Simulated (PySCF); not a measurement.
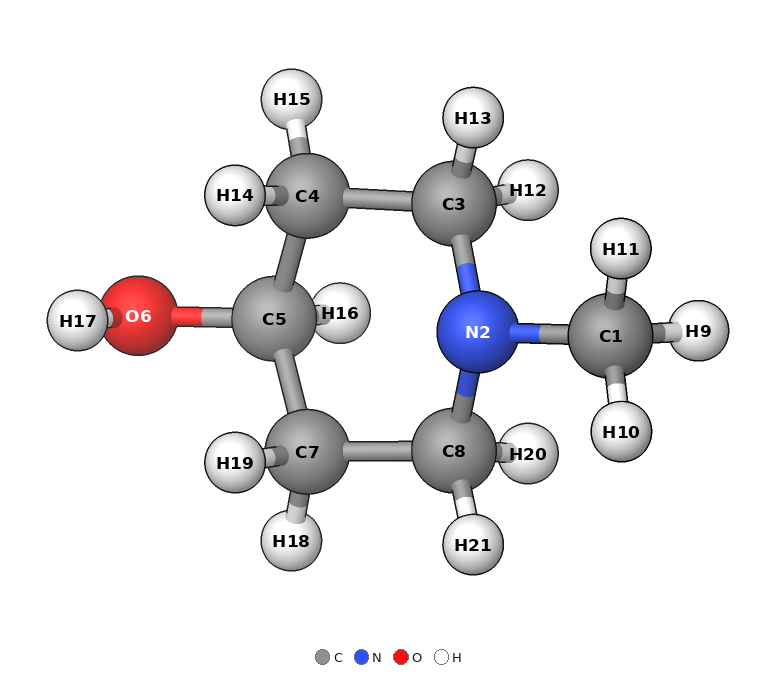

Computed geometry: PBE0-D3(BJ)/def2-SVP optimisation. No frequency run is at hand to confirm it as a minimum. Level of theory: B3LYP/6-31G-J indirect spin-spin coupling, non-relativistic, gas phase (PySCF 2.14.0). Isotopes: 13C, 1H, 15N, 17O.

Give the spin–spin coupling constants of these pairs, with the number of bonds between them: C1/N2, N2/C8, N2/H10, N2/C7, N2/C4, N2/H21, N2/H12, N2/H11, N2/H15, N2/H18, N2/H14, N2/C5, N2/H19.

```tsv
pair	bonds apart	J (Hz)
C1, N2	1	−4.6
N2, C8	1	−3.3
N2, H10	2	−2.2
N2, C7	2	−1.8
N2, C4	2	−1.8
N2, H21	2	−1.5
N2, H12	2	0.6
N2, H11	2	−2.3
N2, H15	3	−6.4
N2, H18	3	−6.4
N2, H14	3	−1.2
N2, C5	3	−1.2
N2, H19	3	−1.2
```
